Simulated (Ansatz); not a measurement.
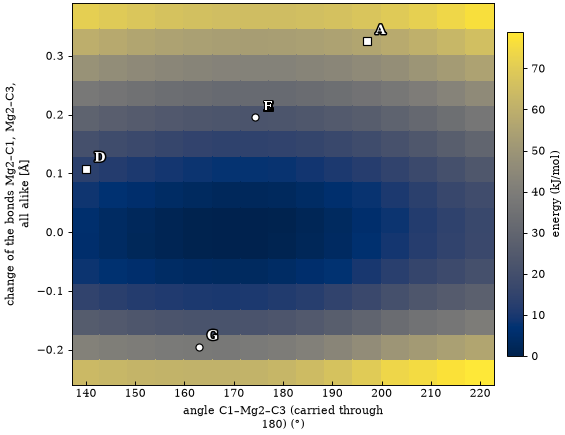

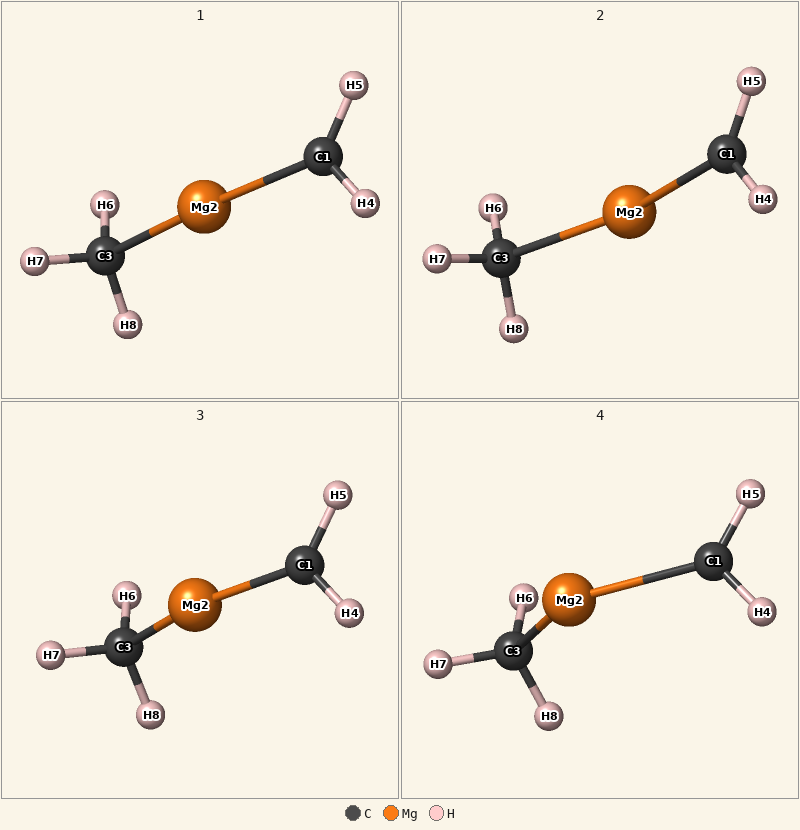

C₂H₅Mg, SMILES [CH2+][Mg][CH3], charge +1. Coordinates scanned: (1) angle C1–Mg2–C3 (carried through 180); (2) change of the bonds Mg2–C1, Mg2–C3, all alike. Nothing is relaxed (all other coordinates rigid). The grid has 15 × 15 points. Points are written as (first, second). Energies: kJ/mol, counted from the lowest grid point. All numbers below come from RKS PBE0-D4/def2-SVP in Ansatz 0.2.0.

In the figure: one coloured cell a grid point, lettered points. The numbered pictures are the structures at these points, in random order.

Which structure belongs to which point?

A is structure 2: (197.1°, 0.325 Å), 56 kJ/mol; D is structure 4: (140.0°, 0.108 Å), 14 kJ/mol; E is structure 1: (174.3°, 0.195 Å), 22 kJ/mol; G is structure 3: (162.9°, −0.195 Å), 38 kJ/mol.
